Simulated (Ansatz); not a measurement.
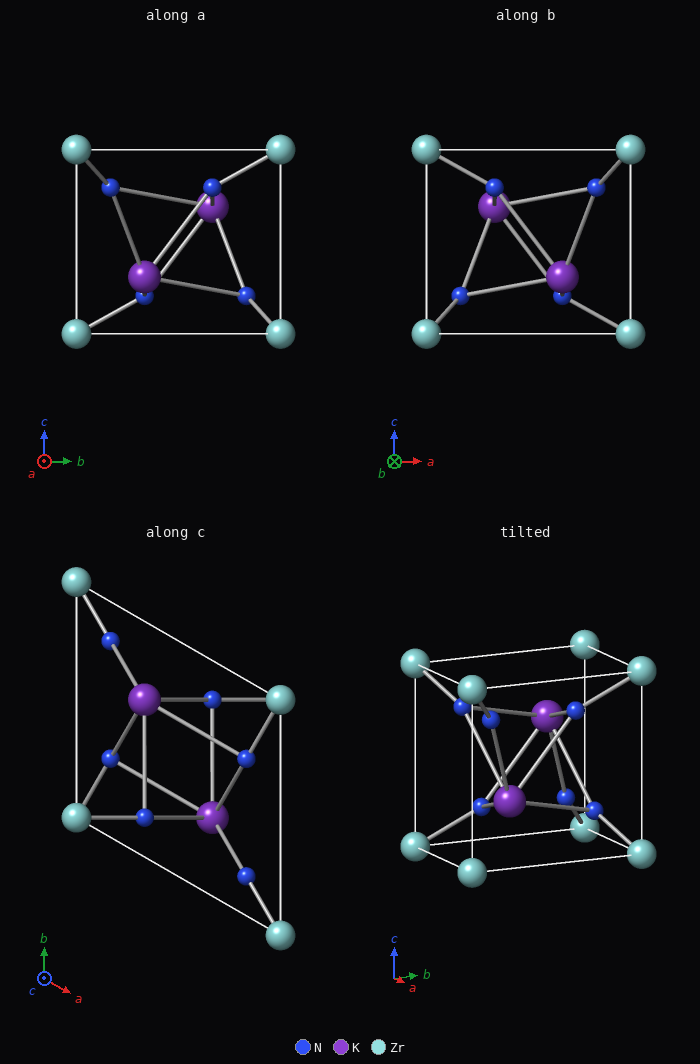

A ball-and-stick rendering, viewed along the a axis, along the b axis, along the c axis and slightly off an axis. The conventional unit cell is outlined; an atom on or near a face, edge or corner is repeated at each equivalent position.

Lattice parameters: a = 5.901 Å, b = 5.901 Å, c = 4.617 Å, α = 90.00°, β = 90.00°, γ = 120.00°.

**Set out the cell and atoms as a table of Wyckoff sites, with free fractional coordinates to two decimals.**

Space group P-3m1 (No. 164).
```tsv
atom	site	x	y	z
N	6i	0.17	0.83	0.21
K	2d	0.3333	0.6667	0.69
Zr	1a	0.00	0.00	0.00
```

Note that this is a generated cell, made by putting these elements into a known structure type (the compound may or may not exist in this form), and that it hasn't been relaxed. It went into a calculation with Ansatz.

At this level of theory the cell isn't at rest (compressed, at 10 GPa and forces up to 2.4 eV/Å), so its distances can differ from those at equilibrium, the more so the softer the solid.
